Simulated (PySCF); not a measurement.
Al2Cl3F2H

Input file:

```
{"job": {"kind": "nmr", "xc": "PBE0", "basis": "pcSseg-1"}, "charge": 0, "multiplicity": 1}
F     -2.880348    -0.072665    -0.659764
Al    -1.438397    -0.427171     0.044643
Cl    -0.337087     1.330401     0.714584
Al     1.422322     0.458548    -0.311437
F      1.797119     1.573565    -1.467046
Cl     2.697673    -0.439235     0.965733
Cl     0.116776    -0.976889    -1.380791
H     -1.369000    -1.437142     1.174017
```

Command:

```sh
OMP_NUM_THREADS=1 python probes_run.py task.json out
```

Geometry: GFN2-xTB.

The calculation used PySCF, PBE0/pcSseg-1, SCF density, gas phase, non-relativistic.

> What can the converged electron density and electron localisation function tell about the bonding?

Al–F (1.64 Å): ρ is about 0.86 e/Å³ halfway; the ELF peaks at about 0.85 in the valence shell of F, 0.5 Å from its nucleus, and is about 0.30 at the midpoint.
Al–Cl (2.02 Å): ρ is about 0.86 e/Å³ halfway; the ELF peaks at about 0.85 in the valence shell of Cl, 0.9 Å from its nucleus, and is about 0.80 at the midpoint.
Al–H (1.52 Å): ρ at the midpoint is about 0.63 e/Å³; the ELF climbs to about 1 towards the hydrogen.

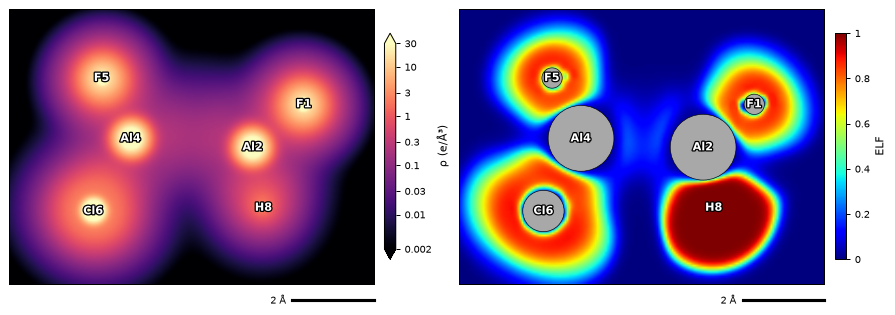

Computed electron density and electron localisation function on the plane of atoms F5, Al4 and Cl6, in this order. Grey discs cover the atomic cores in the ELF map. 
